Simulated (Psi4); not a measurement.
Intermolecular potential of CO ··· H3N (SMILES [C-]#[O+] and N). Monomers: optimised at B3LYP-D3(BJ) (def2-TZVP), held rigid. Orientation: lowest of the rigid-body minima from ten starts at GFN2-xTB (searched outside a hard wall at short contacts). The monomers approach along the line of their centres of mass (distance R); nothing else relaxes. The shortest distances reach bonding range, where SAPT0 and rigid monomers are unreliable.

Computed with: SAPT0/jun-cc-pVDZ, frozen core (Psi4); MP2/aug-cc-pVTZ = Psi4 with DF-MP2/aug-cc-pVTZ, frozen core, counterpoise-corrected; PBE0/def2-TZVP, counterpoise-corrected (Psi4); PBE/def2-TZVP, counterpoise-corrected (Psi4); wB97X-D/def2-TZVP, counterpoise-corrected (Psi4); CCSD(T)/aug-cc-pVDZ = DF-CCSD(T)/aug-cc-pVDZ, frozen core, counterpoise-corrected run with Psi4.

Cost and agreement with CCSD(T)/aug-cc-pVDZ over the 11 points of the scan, with CCSD(T)/aug-cc-pVDZ as yardstick. Costs are rough ratios of core time within Psi4 on shared cores, each with its mean field (Kohn-Sham runs search longer for lower solutions than correlated ones do); the miss is the largest difference from CCSD(T) of the interaction energy, in kcal/mol.

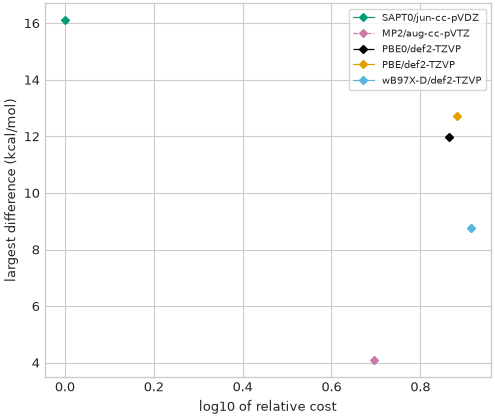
Miss against cost, one point a level.

```json
[
 {"level": "SAPT0/jun-cc-pVDZ", "relative cost": "1", "largest difference": "16.10"},
 {"level": "MP2/aug-cc-pVTZ", "relative cost": "5", "largest difference": "4.10"},
 {"level": "PBE0/def2-TZVP", "relative cost": "7", "largest difference": "11.97"},
 {"level": "PBE/def2-TZVP", "relative cost": "8", "largest difference": "12.72"},
 {"level": "wB97X-D/def2-TZVP", "relative cost": "8", "largest difference": "8.77"}
]
```

Costs within a factor of two of each other count as equal.
